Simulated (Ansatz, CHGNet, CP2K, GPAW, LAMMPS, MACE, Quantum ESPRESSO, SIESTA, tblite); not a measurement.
# Amorphous 43Bi2O3-57BaO (mol %) (99 atoms) in CP2K

Wanted: CP2K inputs and outputs for amorphous 43Bi2O3-57BaO (mol %) (99 atoms), checked against a plane-wave reference.

Main program and level: CP2K 2026.2; the method is named at each step.

### Step 1. The starting structure

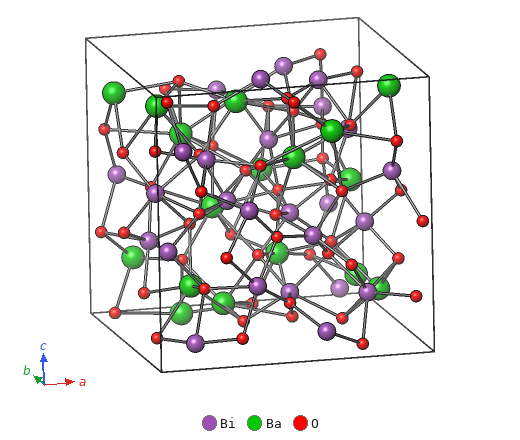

The cell as given, slightly off an axis (bismuth purple, barium green, oxygen red).

The cell holds 99 atoms: 26 Bi, 17 Ba and 56 O. Cell: a = 11.971 Å, b = 11.971 Å, c = 11.971 Å, α = 90.0°, β = 90.0°, γ = 90.0°. 99 atoms (26 Gd, 17 Ba, 56 O) placed at random at 7.52 g/cm³, melted at 5000 K for 10 ps at fixed volume with the Morse and Coulomb pair potential with partial charges (Pedone, Malavasi, Menziani, Cormack and Segre, J. Phys. Chem. B 110, 11780 (2006)). Quenched from 5000 K to 300 K at 50 K/ps and fixed volume, held 5 ps, then minimised at fixed cell. Then Gd was replaced by Bi and the cell scaled by 1.02 (the potential has no terms for the new elements, so the cell is a start for a DFT relaxation).

The yardstick, on the same geometry:

| Quantity | Value |
| --- | --- |
| method | Kohn-Sham DFT, PBE, PAW, plane waves (Ansatz 0.2.0); cutoff 420 eV, Γ point, fermi-dirac smearing of 0.05 eV; PAW set soft_2 |
| r.m.s. force component | 0.5622 eV/Å |
| longest force | 2.587 eV/Å |
| pressure | 7.369 GPa |
| gap (highest filled to lowest empty level) | 1.233 eV |
| SCF cycles | 12 |
| time | 55 s on 4 threads of Arm Neoverse V1, shared host |
| CPU time | 3.6 min |

### Step 2. PBE, DZVP-MOLOPT-SR, 600/50 Ry, OT DIIS

Method: Kohn-Sham DFT, PBE, GTH-PBE pseudopotentials, Gaussian and plane waves, DZVP-MOLOPT-SR-GTH, orbital transformation.

Input file input.inp:

```
&GLOBAL
  PROJECT cell
  RUN_TYPE ENERGY_FORCE
  PRINT_LEVEL LOW
&END GLOBAL
&FORCE_EVAL
  METHOD QS
  STRESS_TENSOR ANALYTICAL
  &DFT
    BASIS_SET_FILE_NAME BASIS_MOLOPT
    POTENTIAL_FILE_NAME GTH_POTENTIALS
    &MGRID
      CUTOFF 600
      REL_CUTOFF 50
      NGRIDS 5
    &END MGRID
    &QS
      EPS_DEFAULT 1.0E-12
    &END QS
    &SCF
      SCF_GUESS ATOMIC
      EPS_SCF 1.0E-06
      MAX_SCF 30
      &OT
        MINIMIZER DIIS
        PRECONDITIONER FULL_ALL
        ENERGY_GAP 0.001
      &END OT
      &OUTER_SCF
        EPS_SCF 1.0E-06
        MAX_SCF 8
      &END OUTER_SCF
      &PRINT
        &RESTART OFF
        &END RESTART
      &END PRINT
    &END SCF
    &XC
      &XC_FUNCTIONAL PBE
      &END XC_FUNCTIONAL
    &END XC
    &PRINT
      &MULLIKEN ON
      &END MULLIKEN
      &HIRSHFELD ON
        SHAPE_FUNCTION DENSITY
      &END HIRSHFELD
      &MO_CUBES
        NHOMO 1
        NLUMO 4
        WRITE_CUBE F
      &END MO_CUBES
    &END PRINT
  &END DFT
  &SUBSYS
    &CELL
      A 11.97103 0.00000 0.00000
      B 0.00000 11.97103 0.00000
      C 0.00000 0.00000 11.97103
    &END CELL
    &COORD
      SCALED
      Bi 0.24794 0.26875 0.69696
      Bi 0.87622 0.99619 0.33400
      Bi 0.10444 0.03750 0.78540
      Bi 0.09436 0.24244 0.37878
      Bi 0.83914 0.91018 0.70848
      Bi 0.09163 0.94826 0.50855
      Bi 0.81763 0.22633 0.18178
      Bi 0.62521 0.24066 0.39900
      Bi 0.65763 0.74446 0.90407
      Bi 0.59531 0.73503 0.64383
      Bi 0.38561 0.10934 0.26082
      Bi 0.14180 0.70342 0.31612
      Bi 0.17959 0.20996 0.04614
      Bi 0.91333 0.21956 0.61763
      Bi 0.86818 0.44910 0.38641
      Bi 0.62312 0.56092 0.41301
      Bi 0.46459 0.95640 0.78671
      Bi 0.44308 0.23291 0.98293
      Bi 0.90854 0.98683 0.02509
      Bi 0.61176 0.01461 0.09971
      Bi 0.35122 0.07219 0.54558
      Bi 0.83943 0.54663 0.70639
      Bi 0.58256 0.42210 0.15714
      Bi 0.36899 0.46061 0.49766
      Bi 0.71098 0.45769 0.91206
      Bi 0.11655 0.49539 0.53527
      Ba 0.15163 0.97364 0.19723
      Ba 0.03083 0.72788 0.85680
      Ba 0.27593 0.74044 0.68676
      Ba 0.92547 0.49555 0.12890
      Ba 0.12252 0.47254 0.85762
      Ba 0.29723 0.86716 0.00550
      Ba 0.59244 0.36832 0.65820
      Ba 0.90569 0.73416 0.13134
      Ba 0.62679 0.98354 0.47939
      Ba 0.22759 0.45033 0.20099
      Ba 0.39640 0.65084 0.08126
      Ba 0.91910 0.26163 0.91715
      Ba 0.62486 0.76047 0.22361
      Ba 0.67985 0.15176 0.79400
      Ba 0.39717 0.78451 0.40486
      Ba 0.42388 0.52040 0.84206
      Ba 0.88681 0.72015 0.48005
      O 0.02253 0.58229 0.67162
      O 0.71354 0.37342 0.29896
      O 0.78271 0.91237 0.17348
      O 0.27456 0.46635 0.67022
      O 0.98074 0.35937 0.51180
      O 0.27932 0.27362 0.88877
      O 0.75793 0.36276 0.06220
      O 0.72501 0.20494 0.56106
      O 0.63138 0.75074 0.45432
      O 0.10113 0.62562 0.14624
      O 0.03410 0.88668 0.69082
      O 0.52157 0.06844 0.92807
      O 0.18253 0.09424 0.62292
[... 39 atom lines left out ...]
      O 0.96032 0.09169 0.18520
      O 0.23158 0.32438 0.49012
      O 0.17386 0.77981 0.49280
      O 0.76328 0.51542 0.53227
    &END COORD
    &KIND Bi
      BASIS_SET DZVP-MOLOPT-SR-GTH-q5
      POTENTIAL GTH-PBE-q5
    &END KIND
    &KIND Ba
      BASIS_SET DZVP-MOLOPT-SR-GTH-q10
      POTENTIAL GTH-PBE-q10
    &END KIND
    &KIND O
      BASIS_SET DZVP-MOLOPT-SR-GTH-q6
      POTENTIAL GTH-PBE-q6
    &END KIND
  &END SUBSYS
  &PRINT
    &FORCES ON
    &END FORCES
    &STRESS_TENSOR ON
    &END STRESS_TENSOR
  &END PRINT
&END FORCE_EVAL
```

Launch:

```bash
$ OMP_NUM_THREADS=2 cp2k.psmp -i input.inp > output.txt
```

Numbers of over 12 decimals in the logs are rounded to 6 here.

Output:

```text
CP2K| version string:                                       CP2K version 2026.2
 CP2K| Input file name                                                 input.inp
 GLOBAL| Basis set file name                                        BASIS_MOLOPT
 GLOBAL| Potential file name                                      GTH_POTENTIALS
 GLOBAL| Run type                                                   ENERGY_FORCE
 GLOBAL| Total number of message passing processes                             1
 GLOBAL| Number of threads for this process                                    2
 TOTAL NUMBERS AND MAXIMUM NUMBERS
  Total number of            - Atomic kinds:                                   3
                             - Atoms:                                         99
                             - Shell sets:                                    99
                             - Shells:                                       512
                             - Primitive Cartesian functions:                512
                             - Cartesian basis functions:                   1403
                             - Spherical basis functions:                   1304
  Maximum angular momentum of- Orbital basis functions:                        2
                             - Local part of the GTH pseudopotential:          2
                             - Non-local part of the GTH pseudopotential:      4
 SCF PARAMETERS         Density guess:                                    ATOMIC
                        max_scf:                                              30
                        eps_scf:                                        1.00E-06
                        Outer loop SCF in use
                        eps_scf                                         1.00E-06
                        max_scf                                                8
 Extrapolation method: initial_guess
 Number of electrons:                                                        636
[... lines left out ...]
  Step     Update method      Time    Convergence         Total energy    Change
[... lines left out ...]
  Total energy:                                             -1475.524990
[... lines left out ...]
  Preconditioner : FULL_ALL            : diagonalization, state selective
  Precond_solver : DEFAULT
  stepsize       :    0.15000000                  energy_gap     :    0.00100000
  eps_taylor     :   0.10000E-15                  max_taylor     :             4
  ----------------------------------- OT ---------------------------------------
  Step     Update method      Time    Convergence         Total energy    Change
[...]
10 OT DIIS     0.15E+00   13.2     0.00000108     -1475.5443470601 -6.09E-08
    11 OT DIIS     0.15E+00   13.1     0.00000054     -1475.5443470699 -9.71E-09
  *** SCF run converged in    11 steps ***
  Electronic density on regular grids:       -635.9999999999        0.0000000001
  Core density on regular grids:              635.9999999991       -0.0000000009
  Total charge density on r-space grids:       -0.0000000008
  Total charge density g-space grids:          -0.0000000008
  Overlap energy of the core charge distribution:               3.48105e-08
  Self energy of the core charge distribution:              -3516.620842
  Core Hamiltonian energy:                                    898.166530
  Hartree energy:                                            1441.083282
  Exchange-correlation energy:                               -298.173317
  Total energy:                                             -1475.544347
  outer SCF iter =    2 RMS gradient =   0.54E-06 energy =      -1475.5443470699
  outer SCF loop converged in   2 iterations or   41 steps
 !-----------------------------------------------------------------------------!
                     Mulliken Population Analysis
 #  Atom  Element  Kind  Atomic population                           Net charge
       1     Bi       1          3.954241                              1.045759
       2     Bi       1          3.859813                              1.140187
       3     Bi       1          3.858360                              1.141640
[...]
98     O        3          6.842455                             -0.842455
      99     O        3          6.815175                             -0.815175
 # Total charge                            636.000000                  0.000000
 !-----------------------------------------------------------------------------!
 !-----------------------------------------------------------------------------!
                           Hirshfeld Charges
  #Atom  Element  Kind  Ref Charge     Population                    Net charge
      1       Bi     1       5.000          4.434                         0.566
      2       Bi     1       5.000          4.415                         0.585
      3       Bi     1       5.000          4.376                         0.624
[...]
98       O      3       6.000          6.408                        -0.408
     99       O      3       6.000          6.364                        -0.364
  Total Charge                                                           -0.000
 !-----------------------------------------------------------------------------!
  Eigenvalues of the occupied subspace spin            1
      -0.78864897     -0.77529784     -0.77115138     -0.76472696
      -0.76284080     -0.76052117     -0.75735956     -0.75490210
      -0.75462417     -0.75291264     -0.74909322     -0.74865585
[...]
0.24393454      0.25081271      0.25224655      0.25282905
       0.25585746      0.26469211
 Fermi Energy [eV] :    7.202639
  Using OT eigensolver for additional unoccupied orbitals spin            1
  Lowest Eigenvalues of the unoccupied subspace spin            1
 WARNING : did not converge in ot_eigensolver
 number of iterations          299  exceeded maximum
 current gradient / target gradient   1.3823849276075175E-005  /    1.0000000000000001E-005
       0.30541385      0.31126063      0.31483977      0.31843274
 HOMO - LUMO gap [eV] :    1.108095
 ENERGY| Total FORCE_EVAL ( QS ) energy [hartree]          -1475.544347
 FORCES| Atomic forces [hartree/bohr]
 FORCES|   Atom     x               y               z               |f|
 FORCES|      1  2.90184010E-03 -2.64910591E-04 -4.24178001E-03   5.14621718E-03
 FORCES|      2  5.01781573E-03  2.74031606E-03 -3.73042942E-03   6.82670569E-03
 FORCES|      3  6.10625327E-03 -2.00071865E-03 -1.14285130E-02   1.31110684E-02
[...]
FORCES|     98  1.75990370E-02 -5.95327701E-03  1.75711240E-02   2.55717033E-02
 FORCES|     99 -1.32478816E-03  3.83589551E-03  2.04649796E-02   2.08634740E-02
 FORCES| Sum    -4.78064354E-03  1.43528895E-03  1.25255200E-03
 FORCES| Total atomic force                                       5.14621157E-03
 STRESS| Analytical stress tensor [bar]
 STRESS|                        x                   y                   z
 STRESS|      x        1.02074924040E+05  -6.01226387366E+03  -1.08970685943E+04
 STRESS|      y       -6.01226387366E+03   1.17231573706E+05  -1.93679306141E+03
 STRESS|      z       -1.08970685943E+04  -1.93679306141E+03   1.05640962787E+05
 STRESS| 1/3 Trace                                             1.08315820177E+05
```

Run time: 9.9 min. Hardware: 2 threads of Arm Neoverse V1, shared host; peak memory 2.6 GiB.

Banners, paths, timers and routine set-up lines are dropped from the logs unmarked, and long logs keep their key lines alone; longer cuts are marked.

The solver for the empty levels stopped short of its threshold, so the gap is rough; its iterations count in the time.

Numbers from this run, and their distance from the reference:

```yaml
r_m_s_force_component: 0.624 eV/Å
r_m_s_difference_of_force_components: 107 meV/Å
longest_difference_of_force_vectors: 399.5 meV/Å
force_difference_over_r_m_s_force: 19.03 %
slope_of_forces_against_the_reference_s: 1.098
correlation_of_force_components: 0.9891
spacing_of_highest_filled_and_lowest_empty_level: 1.108 eV
gap_difference: -0.1248 eV
pressure: 10.83 GPa
pressure_difference: 3.463 GPa
```

Length of the force difference by element (eV/Å):

```csv
element,atoms,mean,most
Ba,17,0.18,0.40
Bi,26,0.15,0.37
O,56,0.17,0.34
```

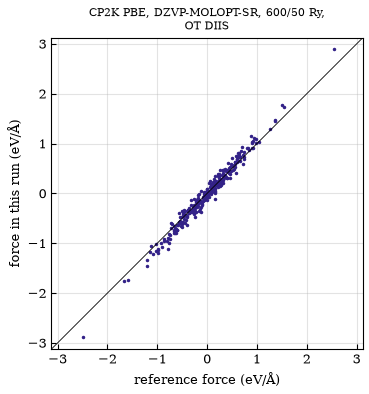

Force components against those of the reference; the line marks equality.

A closer look about O78, picked at random: 9 atoms, nearest first, numbered in the order of the input, with positions taken from that point.

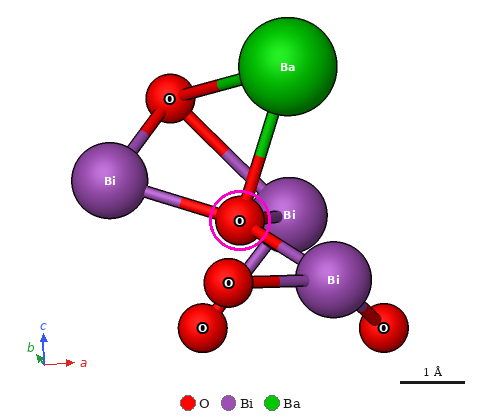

The atoms of the table, within 3.1 Å (arrows a, b, c point along x, y, z); some may hide others; the central atom is ringed.

```csv
atom,x,y,z,distance (Å),bonds,Hirshfeld charge (e),Fx,Fy,Fz (eV/Å)
O78,0.00,0.00,0.00,0.00,4,-0.38,0.65,-0.24,0.03
Bi24,-1.92,0.80,0.58,2.16,5,0.59,-0.14,-0.36,0.20
Bi8,1.15,-1.83,-0.60,2.25,5,0.56,0.22,0.94,-0.12
Bi16,1.12,2.00,-0.44,2.34,7,0.57,0.11,-0.24,0.13
Ba33,0.76,-0.30,2.50,2.63,7,0.31,0.43,0.28,-0.66
O45,2.21,-0.24,-1.80,2.86,5,-0.34,-0.23,-0.05,-0.46
O91,-0.64,2.50,1.43,2.95,5,-0.36,-0.20,0.33,0.29
O71,-0.27,2.10,-2.19,3.04,4,-0.39,-1.12,0.58,-1.18
O60,-0.71,-2.97,-0.29,3.06,4,-0.36,0.17,-0.38,0.35
```

Forces lie 19 % from the reference's, at 5.2 times its CPU time (on 2 against 4 cores).

Mean charges by element (e), by run and scheme:

```csv
run,scheme,Bi,Ba,O
reference,Löwdin,+1.31,+1.77,-0.97
"CP2K PBE, DZVP-MOLOPT-SR, 600/50 Ry, OT DIIS",Mulliken,+1.13,+1.00,-0.83
"CP2K PBE, DZVP-MOLOPT-SR, 600/50 Ry, OT DIIS",Hirshfeld,+0.60,+0.35,-0.38
```

The reference's Löwdin charges lack the electrons that the projection spills, 0.095 e an atom on average.

### Step 3. What came out

| Item | Value |
| --- | --- |
| force difference from the reference | CP2K PBE, DZVP-MOLOPT-SR, 600/50 Ry, OT DIIS, 19 % |
| its CPU time | 19 min |

**Reading.** The PBE run in local orbitals differs by 19 % (CP2K PBE, DZVP-MOLOPT-SR, 600/50 Ry, OT DIIS); basis, grid and potentials can all enter. At the same functional, the gap of CP2K PBE, DZVP-MOLOPT-SR, 600/50 Ry, OT DIIS lies 0.12 eV below the reference's 1.23 eV. In pressure, CP2K PBE, DZVP-MOLOPT-SR, 600/50 Ry, OT DIIS misses by +3.5 GPa, at the same functional. Charges hang on scheme and program or settings: among these rows the mean for Ba runs from +0.35 to +1.77 e. The potentials hold different valence shells: 896 electrons in the reference, 636 in CP2K with DZVP-MOLOPT-SR; this bears on time and differences. The quench rate of 50 K/ps is many orders above laboratory rates, so the cell is likely richer in defects and strain than a real sample. The network of bonds at the start is that of the classical potential that made the cell, and needn't be the one that DFT or experiment would give. The reference's pressure of 7.4 GPa belongs to a cell and atoms that aren't relaxed at this level. The electronic-structure runs sample only Γ, in a cell whose shortest periodic width is 12 Å. Spin–orbit coupling is left out, which matters for the levels of the heavy elements.

[Also dropped from logs without a mark: logging warnings of Python, and SIESTA's first energy breakdown and zero terms.]

[Logs are printed without paths, hosts, clocks, repeated set-up lines and the standing remarks that a program may print on its own settings, such as how far it seeks lower states.]

[Hosts, paths, dates, database ids (printed as entryN), source tags and the programs' standing remarks are cut or masked in the printed files.]
